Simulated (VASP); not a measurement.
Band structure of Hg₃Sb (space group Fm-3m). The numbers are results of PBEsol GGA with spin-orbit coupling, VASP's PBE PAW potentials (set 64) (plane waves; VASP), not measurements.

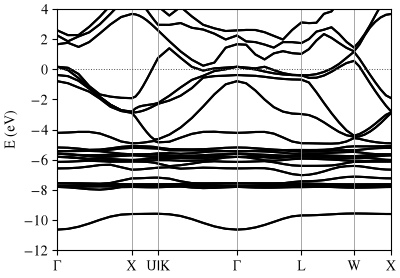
*Bands along high-symmetry lines, zero at the valence-band maximum or, without a gap, the Fermi level*

Q: Read the plot: is there a gap, and where are the band edges?

A: It has no gap at this level: it comes out as a metal or semimetal.

The structure comes from a computed database's Hg3Sb entry (Fm-3m); how it stands against other phases isn't given here. It was relaxed first, which changed the volume by -9 %.
